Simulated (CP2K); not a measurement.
**PM3 run of GeSiH5ClO (SMILES [OH][GeH]([SiH3])[Cl])**

Aim: the energy change on altering one bond length of GeSiH5ClO at PM3, from 2 runs. Input form: an ASE script.

The calculation is run with CP2K 2026.2.

4 further runs of the same task are left out: 1 that didn't finish, 3 set aside as unsound or not needed.

**1. The structure to begin with**

The species is GeSiH5ClO (9 atoms), meant as a singlet with charge 0. As SMILES, `[OH][GeH]([SiH3])[Cl]`. The shape comes from GFN2-xTB, which is rough for such elements, and wasn't checked as a minimum. This is one conformer, not always the lowest.

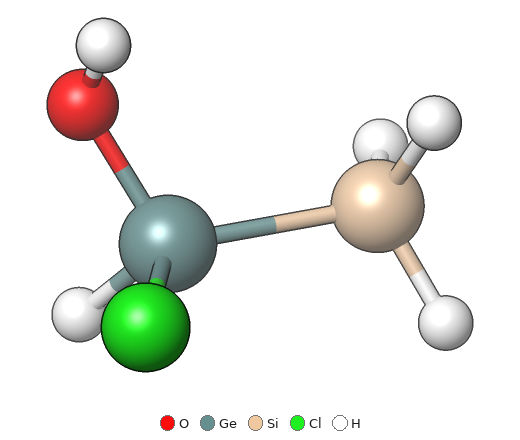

Viewed from a chosen angle; oxygen red, germanium teal, silicon light orange, chlorine green, hydrogen white.

**2. Energy and forces at PM3**

molecule.xyz reads:

```xyz
9

O     -1.596930    -1.310260     0.126120
Ge     0.122970    -0.941290     0.087920
Si     0.507410     1.333680    -0.465100
Cl     0.829720    -1.499650     2.032800
H     -2.146850    -0.897440     0.787910
H      0.552450    -2.081760    -0.838130
H      1.941440     1.606840    -0.458750
H     -0.047750     1.600000    -1.790670
H     -0.162460     2.189880     0.517900
```

calc.py reads:

```python
import numpy as np
from ase.io import read
from ase.calculators.cp2k import CP2K

atoms = read("molecule.xyz")
atoms.set_cell([14.1, 14.3, 13.8])
atoms.center()
template = """
&FORCE_EVAL
  METHOD QS
  &DFT
    CHARGE 0
    MULTIPLICITY 1
    &QS
      METHOD PM3
      EPS_DEFAULT 1.0E-10
      &SE
        &COULOMB
          CUTOFF [angstrom] 50
          RC_RANGE [angstrom] 0
        &END COULOMB
        &EXCHANGE
          CUTOFF [angstrom] 50
          RC_RANGE [angstrom] 0
        &END EXCHANGE
      &END SE
    &END QS
    &POISSON
      PERIODIC NONE
      POISSON_SOLVER ANALYTIC
    &END POISSON
    &SCF
      SCF_GUESS ATOMIC
      EPS_SCF 1.0E-06
      MAX_SCF 150
      ADDED_MOS 4
      &DIAGONALIZATION
        ALGORITHM STANDARD
      &END DIAGONALIZATION
      &MIXING
        METHOD DIRECT_P_MIXING
        ALPHA 0.4
      &END MIXING
    &END SCF
    &PRINT
      &MOMENTS
        PERIODIC F
        REFERENCE COM
        MAX_MOMENT 1
      &END MOMENTS
      &MO ON
        ENERGIES T
        OCCUPATION_NUMBERS T
        NDIGITS 6
        &EACH
          QS_SCF 0
        &END EACH
        ADD_LAST NUMERIC
      &END MO
      &HIRSHFELD OFF
      &END HIRSHFELD
    &END PRINT
  &END DFT
  &SUBSYS
  &END SUBSYS
&END FORCE_EVAL
"""
cp2k = CP2K(command="cp2k.psmp -s", label="run", inp=template, basis_set=None, basis_set_file=None, potential_file=None, pseudo_potential=None, xc=None, cutoff=None, max_scf=None, charge=None, uks=False,
            force_eval_method=None, print_level="LOW", poisson_solver=None, stress_tensor=False)
atoms.calc = cp2k
e = atoms.get_potential_energy()
f = atoms.get_forces()
print(f"energy = {e:.6f} eV")
print("forces (eV/angstrom):")
for s, v in zip(atoms.get_chemical_symbols(), f):
    print(f"{s:2s} {v[0]:10.5f} {v[1]:10.5f} {v[2]:10.5f}")
```

Command:

```
OMP_NUM_THREADS=1 python calc.py
```

Standard output:

```text
energy = -848.697052 eV
forces (eV/angstrom):
O    -1.92282    0.03387    0.54861
Ge    0.58548   -0.60916   -0.41858
Si    0.23024    0.24667   -0.06431
Cl    0.29624    0.00529    0.52087
H     0.39338   -0.20440   -0.42839
H     0.35228    0.41338   -0.08342
H     0.35561    0.05229   -0.00756
H    -0.13017   -0.01964   -0.31479
H    -0.16024    0.08171    0.24756
```

run.out:

```text
CP2K| version string:                                       CP2K version 2026.2
 CP2K| Input file name                                                   run.inp

 GLOBAL| Basis set file name                                           BASIS_SET
 GLOBAL| Potential file name                                           POTENTIAL
 GLOBAL| Coordinate file name                                      __STD_INPUT__
 GLOBAL| Method name                                                        CP2K
 GLOBAL| Project name                                                        run
 GLOBAL| Run type                                                   ENERGY_FORCE
 GLOBAL| FFT library                                                       FFTW3
 GLOBAL| Diagonalization library                                       ScaLAPACK
 GLOBAL| Global print level                                                  LOW
 GLOBAL| Total number of message passing processes                             1
 GLOBAL| Number of threads for this process                                    1
 GLOBAL| CPU model name                                 Intel(R) Xeon(R) 6975P-C

 GENERATE|  Preliminary Number of Bonds generated:                             0
 GENERATE|  Achieved consistency in connectivity generation.

 *** WARNING in qs_kind_types.F:2264 :: Information provided in the input ***
[... 5 lines left out ...]
 *** WARNING in qs_kind_types.F:2264 :: Information provided in the input ***
[... 5 lines left out ...]
 *** WARNING in qs_kind_types.F:2264 :: Information provided in the input ***
[... 78 lines left out ...]
  *** SCF run converged in    20 steps ***
[... 9 lines left out ...]
  Heat of formation [kcal/mol]:                               -75.44320270246112
[... 14 lines left out ...]
 SE_DIPOLE| Moment [a.u.]          -0.05489408      -0.97282739       0.67186990
[... 1 line left out ...]
 SE_DIPOLE| Derivative [a.u.]       0.00000000       0.00000000       0.00000000
[... 27 lines left out ...]
 -------------------------------------------------------------------------------
```

It took 1.4 s on 1 thread of Intel Xeon 6975P-C (Granite Rapids), shared host; peak memory 0.18 GiB.

**3. The distorted shape**

molecule.xyz reads:

```xyz
9

O     -1.047019    -1.723073    -0.535660
Ge     0.672881    -1.354103    -0.573860
Si     1.057321     0.920867    -1.126880
Cl     1.379631    -1.912463     1.371020
H     -2.146850    -0.897440     0.787910
H      1.102361    -2.494573    -1.499910
H      2.491351     1.194027    -1.120530
H      0.502161     1.187187    -2.452450
H      0.387451     1.777067    -0.143880
```

run.py reads:

```python
import numpy as np
from ase.io import read
from ase.calculators.cp2k import CP2K

atoms = read("molecule.xyz")
atoms.set_cell([14.6, 14.3, 13.8])
atoms.center()
inp = """
&FORCE_EVAL
   METHOD QUICKSTEP
   &DFT
      # Quickstep
      &QS
         METHOD PM3
         EPS_DEFAULT 1.0E-10
         &SE
            &COULOMB
               CUTOFF [angstrom] 50
               RC_RANGE [angstrom] 0
            &END COULOMB
            &EXCHANGE
               CUTOFF [angstrom] 50
               RC_RANGE [angstrom] 0
            &END EXCHANGE
         &END SE
      &END QS
      # cluster boundary conditions
      &POISSON
         PERIODIC NONE
         POISSON_SOLVER ANALYTIC
      &END POISSON
      # self-consistent field
      &SCF
         SCF_GUESS ATOMIC
         EPS_SCF 1.0E-06
         MAX_SCF 150
         ADDED_MOS 4
         &DIAGONALIZATION
            ALGORITHM STANDARD
         &END DIAGONALIZATION
         &MIXING
            METHOD DIRECT_P_MIXING
            ALPHA 0.4
         &END MIXING
      &END SCF
      # extra output
      &PRINT
         &MOMENTS
            PERIODIC F
            REFERENCE COM
            MAX_MOMENT 1
         &END MOMENTS
         &MO ON
            ENERGIES T
            OCCUPATION_NUMBERS T
            NDIGITS 6
            &EACH
               QS_SCF 0
            &END EACH
            ADD_LAST NUMERIC
         &END MO
         &HIRSHFELD OFF
         &END HIRSHFELD
      &END PRINT
   &END DFT
   &SUBSYS
   &END SUBSYS
&END FORCE_EVAL
"""
cp2k = CP2K(command="cp2k.psmp -s", label="molecule", inp=inp, basis_set=None, basis_set_file=None, potential_file=None, pseudo_potential=None, xc=None, cutoff=None, max_scf=None, charge=None, uks=False,
            force_eval_method=None, print_level="LOW", poisson_solver=None, stress_tensor=False)
atoms.calc = cp2k
e = atoms.get_potential_energy()
f = atoms.get_forces()
print(f"energy = {e:.6f} eV")
print("forces (eV/angstrom):")
for s, v in zip(atoms.get_chemical_symbols(), f):
    print(f"{s:2s} {v[0]:10.5f} {v[1]:10.5f} {v[2]:10.5f}")
```

Command:

```
OMP_NUM_THREADS=1 python run.py
```

Standard output:

```text
energy = -843.503484 eV
forces (eV/angstrom):
O    -4.14842    2.10740    3.74046
Ge   -0.36946   -0.53312   -0.18374
Si    0.26053    0.20355   -0.05649
Cl    0.33186   -0.01016    0.55805
H     3.53578   -2.30931   -3.89073
H     0.32665    0.39769   -0.08905
H     0.35713    0.07568   -0.01238
H    -0.12927   -0.01287   -0.31671
H    -0.16479    0.08113    0.25060
```

molecule.out:

```text
CP2K| version string:                                       CP2K version 2026.2
 CP2K| Input file name                                              molecule.inp

 GLOBAL| Basis set file name                                           BASIS_SET
 GLOBAL| Potential file name                                           POTENTIAL
 GLOBAL| Coordinate file name                                      __STD_INPUT__
 GLOBAL| Method name                                                        CP2K
 GLOBAL| Project name                                                   molecule
 GLOBAL| Run type                                                   ENERGY_FORCE
 GLOBAL| FFT library                                                       FFTW3
 GLOBAL| Diagonalization library                                       ScaLAPACK
 GLOBAL| Global print level                                                  LOW
 GLOBAL| Total number of message passing processes                             1
 GLOBAL| Number of threads for this process                                    1
 GLOBAL| CPU model name                                 Intel(R) Xeon(R) 6975P-C

 GENERATE|  Preliminary Number of Bonds generated:                             0
 GENERATE|  Achieved consistency in connectivity generation.

 *** WARNING in qs_kind_types.F:2264 :: Information provided in the input ***
[... 5 lines left out ...]
 *** WARNING in qs_kind_types.F:2264 :: Information provided in the input ***
[... 5 lines left out ...]
 *** WARNING in qs_kind_types.F:2264 :: Information provided in the input ***
[... 83 lines left out ...]
  *** SCF run converged in    25 steps ***
[... 9 lines left out ...]
  Heat of formation [kcal/mol]:                                44.32332713428890
[... 14 lines left out ...]
 SE_DIPOLE| Moment [a.u.]           0.21037643      -1.04500008       0.48321470
[... 1 line left out ...]
 SE_DIPOLE| Derivative [a.u.]       0.00000000       0.00000000       0.00000000
[... 27 lines left out ...]
 -------------------------------------------------------------------------------
```

Run time: 1.4 s. Hardware: 1 thread of Intel Xeon 6975P-C (Granite Rapids), shared host; peak memory 0.18 GiB.

**4. Outcome**

Level: PM3.

| quantity | value |
| --- | --- |
| first shape: total energy | -31.18904 Eh |
| first shape: dipole moment | 3.01 D |
| first shape: HOMO energy | -9.71 eV |
| first shape: LUMO energy | -1.85 eV |
| first shape: HOMO–LUMO gap | 7.85 eV |
| first shape: heat of formation | -75.4 kcal/mol |
| distorted shape: total energy | -30.99818 Eh |
| distorted shape: dipole moment | 2.97 D |
| distorted shape: HOMO energy | -9.49 eV |
| distorted shape: LUMO energy | -1.95 eV |
| distorted shape: HOMO–LUMO gap | 7.55 eV |
| distorted shape: heat of formation | 44.3 kcal/mol |
| energy change with the O1–H5 bond stretched from 0.954 to 1.909 Å | 5.194 eV |

In words: One bond (distorted shape) is far stretched, which a spin-restricted single reference describes badly. With the O1–H5 bond stretched from 0.954 to 1.909 Å the energy rises by 5.19 eV (501 kJ/mol). The first shape isn't relaxed at this level, so the change isn't measured from a minimum. A restricted reference can't describe the breaking bond well at this length.
